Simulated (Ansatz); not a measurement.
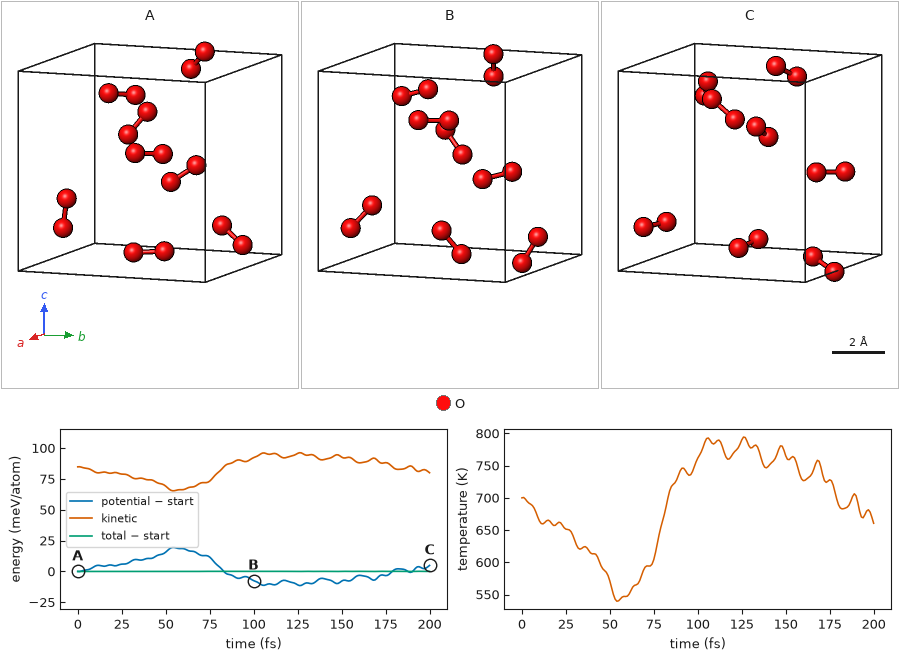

Molecular dynamics of a periodic cell with 8 O2 at 0.87 g/cm³, 200 fs long. It starts from the last geometry of an earlier run, with fresh velocities. Frames (A at 0 fs, B at 100 fs, C at 200 fs) and the history of the run. A ball-and-stick model of the simulation cell, seen slightly off an axis. Atoms that leave the cell re-enter on the other side.

Level of theory: DFT LDA, scalar-relativistic, plane waves, PAW (Ansatz). Run with plane-wave cutoff 420 eV; k-point mesh 1 × 1 × 1; Fermi-Dirac smearing 0.002 eV; spin collinear; low-accuracy preset; constant energy (NVE); velocities drawn for 700 K; time step 1 fs.

Input file:
```yaml
accuracy: low
crystal:
  lattice:
    - [7.877294, 0.0, 0.0]
    - [0.0, 7.877294, 0.0]
    - [0.0, 0.0, 7.877294]
  atoms:
    - { symbol: O, position: [0.42283051, 0.3886379, 0.81998704], spin: 1.0 }
    - { symbol: O, position: [0.52943948, 0.28854786, 0.83776279], spin: 1.0 }
    - { symbol: O, position: [0.26808351, 0.32350289, 0.50381588], spin: 1.0 }
    - { symbol: O, position: [0.16641272, 0.4304176, 0.49111468], spin: 1.0 }
    - { symbol: O, position: [0.43420971, 0.85602722, 0.19434969], spin: 1.0 }
    - { symbol: O, position: [0.46616693, 0.97934505, 0.10802187], spin: 1.0 }
    - { symbol: O, position: [0.72507438, 0.57521984, 0.78826656], spin: 1.0 }
    - { symbol: O, position: [0.81298156, 0.50856974, 0.68281234], spin: 1.0 }
    - { symbol: O, position: [-0.12855242, 0.20394615, 0.35339382], spin: 1.0 }
    - { symbol: O, position: [-0.14120908, 0.17933651, 0.20293972], spin: 1.0 }
    - { symbol: O, position: [0.86391348, 0.55812124, 0.10264556], spin: 1.0 }
    - { symbol: O, position: [0.8252382, 0.7074307, 0.1113522], spin: 1.0 }
    - { symbol: O, position: [0.74397424, 0.70891443, 0.44724171], spin: 1.0 }
    - { symbol: O, position: [0.71047232, 0.83123298, 0.53313363], spin: 1.0 }
    - { symbol: O, position: [0.17824517, 0.65923604, 0.01815001], spin: 1.0 }
    - { symbol: O, position: [0.11958566, 0.56144759, -0.08146041], spin: 1.0 }
magnetization:
  spin_polarized: true
basis:
  ecutwfc: 420.0
kpoints:
  mp_grid: { grid: [1, 1, 1] }
hamiltonian:
  xc: lda
scf:
  occupations: { method: fermi_dirac, width: 0.002 }
  lower_state_search: "off"
md:
  timestep: 1
  n_steps: 200
  ensemble: nve
  temperature: 700.0
  initial_velocities: maxwell_boltzmann
  seed: 454859
```

Run as
```bash
ansatz run input.yaml --threads 1 --pin off --max-ram 3072MiB --backend cpu --events-out ev --progress --plain --runs-dir out
```

What do the frames and curves show?

The mean temperature in the second half is 745 K (standard deviation 38 K). The potential energy in the second half lies on average 5.4 meV per atom below the first frame. In the second half of the run the atoms are, in the root-mean-square, this far from where they began (common drift taken out): O 1.11 Å. The molecules turn and drift from their places.

Limits of the set-up: the program's low-accuracy preset was used; the periodic images lie only 7.9 Å apart, so the values are limited by the cell's size.

Cost: 16 min on 1 thread of Arm Neoverse V1, with other jobs on the host, peak memory 0.47 GiB.
